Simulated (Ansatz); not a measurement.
## Electronic structure of BrClH₄OSi₂ in real space

| atom | x (Å) | y (Å) | z (Å) |
| --- | --- | --- | --- |
| Br | 0.4246 | 1.2622 | -3.3310 |
| Cl | 1.1521 | 2.0846 | -0.0064 |
| O | 0.3999 | -0.7342 | -0.8455 |
| Si | -0.9974 | -1.5224 | -0.3848 |
| Si | 1.2426 | 0.5437 | -1.3805 |
| H | -1.9432 | -1.5720 | -1.5265 |
| H | -1.6221 | -0.8103 | 0.7569 |
| H | -0.6151 | -2.8957 | 0.0195 |
| H | 2.6520 | 0.1712 | -1.5691 |

Geometry: B3LYP/6-31G*.

These are results of isolated molecule in a Gaussian basis; Kohn-Sham density functional theory, functional PBE0 in Ansatz 0.2.0, not measurements.

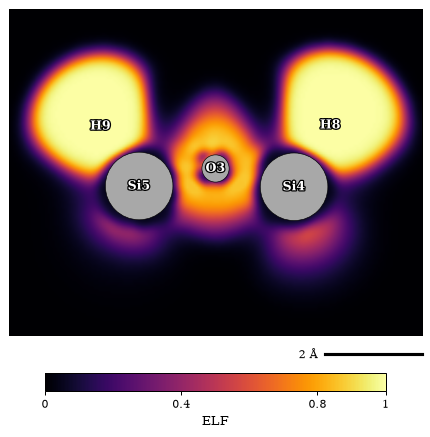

Figure 1. ELF on the plane of atoms O3, Si5 and H9. Grey discs cover the atomic cores.

Q: Read the bonding off the picture.

A: The plane passes through O, Si and H nuclei. Si–O (1.62 Å): the ELF peaks at about 0.85 between the atoms, as expected for a short, strongly polar bond. Si–H (1.47 Å): the ELF climbs to about 1 towards the hydrogen, as it does in any bond to H. Si–O (1.67 Å): the ELF peaks at about 0.85 between the atoms; a shared but strongly polarised pair. The ELF also peaks beside O3, away from the bonds: lone-pair regions.

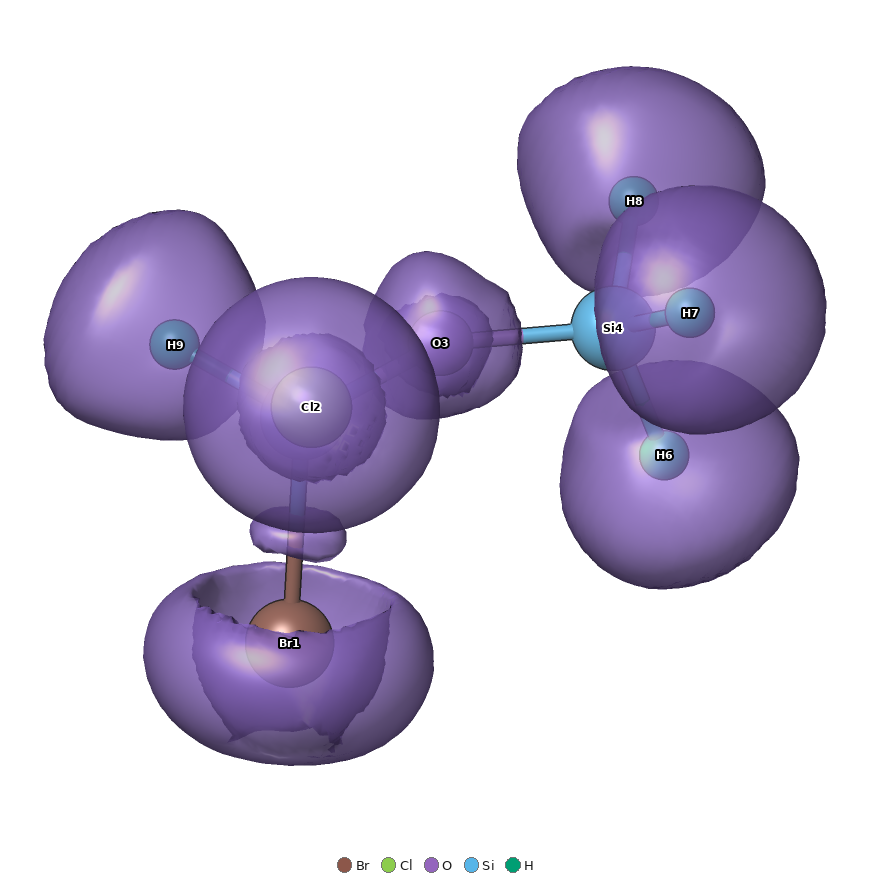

Figure 2. Isosurface of the electron localisation function at 0.8 (purple), seen at an oblique angle. Only the valence region is drawn (cores and ρ < 0.01 e/Å³ removed).

Q: Where are the electrons localised?

A: At this value the surface marks out one region between bonded Br–Si atoms (shared pairs), four regions around hydrogen nuclei, one region on Cl in which the atom's valence shell and bonds are merged, one ring or bowl of non-bonding electrons around Br and one region wrapped around O (its lone pairs, merged into a ring or cap). Profiles from the grid: Si–Cl (2.07 Å): the ELF peaks at about 0.90 between the atoms; a polar covalent bond.

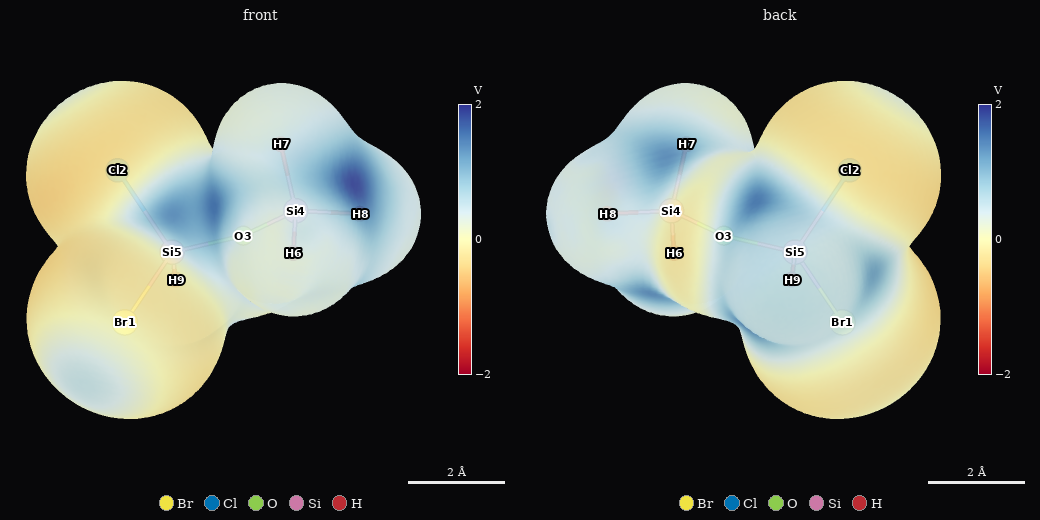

Figure 3. The electrostatic potential painted on the density surface at 0.002 e/bohr³, seen from the front and from behind; red is negative and blue positive.

Q: Which sites attract a positive test charge, and which a negative one?

A: A positive charge is drawn to the negative regions and a negative charge to the positive ones. The most negative region (about −0.4 V) lies over Br1 and Cl2, the most positive (about +1.7 V) over Si4. Br1 shows a σ-hole: about +0.6 V at the tip opposite its bond, against about −0.3 V on its flanks. Cl2 shows a σ-hole: about +0.3 V at the tip opposite its bond, against about −0.3 V on its flanks.

Q: What dipole moment does the calculation give?

A: Its dipole moment is 1.52 D.
